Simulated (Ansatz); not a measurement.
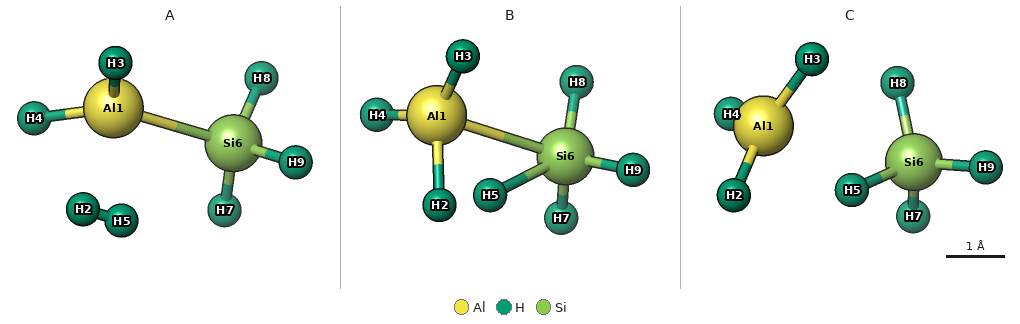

Three geometries of AlSiH7: a saddle point and the two relaxed ends that it joins, in shuffled order. The picture is a ball-and-stick view, seen at a tilt. Sticks join atoms that are closer than about 1.2 times the sum of their covalent radii (a little more with hydrogen).

Stationary points at PBE0-D4/def2-TZVP, single-point energies with CCSD(T)/CBS (def2-TZVPP where no basis is named; Ansatz 0.2.0). The energies are electronic, without zero-point or thermal terms, and both ends are the relaxed geometries reached downhill from the saddle, with any fragments still in contact. CCSD(T)/CBS stands for a frozen-core estimate: MP2 correlation extrapolated from def2-TZVPP and def2-QZVPP, CCSD(T) minus MP2 from the smaller set.

Q: Identify the saddle point and describe the reaction.

A: Frame B is the saddle point. Counted by bonded pieces, C holds AlH₃ + SiH₄ and A holds AlSiH₅ + H₂. From C over the saddle to A, bonds form: Al1–Si6 (3.08 → 2.64 → 2.46 Å), H2–H5 (2.50 → 1.12 → 0.76 Å). Bonds break: Al1–H2 (1.59 → 1.70 → 2.16 Å), H5–Si6 (1.51 → 1.90 → 3.07 Å). The saddle has one imaginary mode, 1145i cm⁻¹. The end C keeps a soft imaginary mode of 106i cm⁻¹, so it isn't quite a minimum. The end A keeps a soft imaginary mode of 40i cm⁻¹, so it isn't quite a minimum. With CCSD(T)/CBS the barrier is 1.30 eV from C and 1.05 eV from A, and A lies 0.25 eV above C.
